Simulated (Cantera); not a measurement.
Charge: 1 mol Si, 0.86 mol H2O, 3.3 mol H2, at 7.50 Torr.

Cantera equilibrium calculation (NASA polynomials, part measured and part estimated; ideal gas, pure solids and liquids). Candidate condensed phases: H2O, Si, SiO2; 18 gas species. Mutual solubility and eutectic melting of coexisting phases are not modelled. The tables hold silica as quartz up to 1696 K and as liquid above; real silica turns to tridymite and cristobalite and melts near 1996 K. Gases not in the tables: Si2H6 and higher silanes. Equilibrium is a limit: real reactors are often held back by kinetics, nucleation or transport.

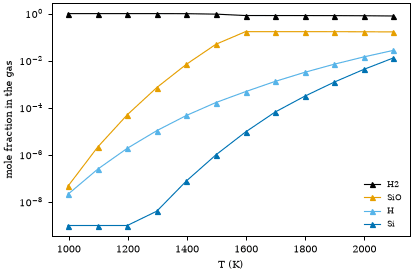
Figure: Equilibrium gas composition (values under 1e-9 drawn at 1e-9)

From 998 K to 1498 K the condensed part is Si(s) + SiO2(β-quartz). At 1598 K the condensed part is Si(s). From 1698 K to 2098 K the condensed part is Si(l). The main Si-bearing gas is SiO throughout.
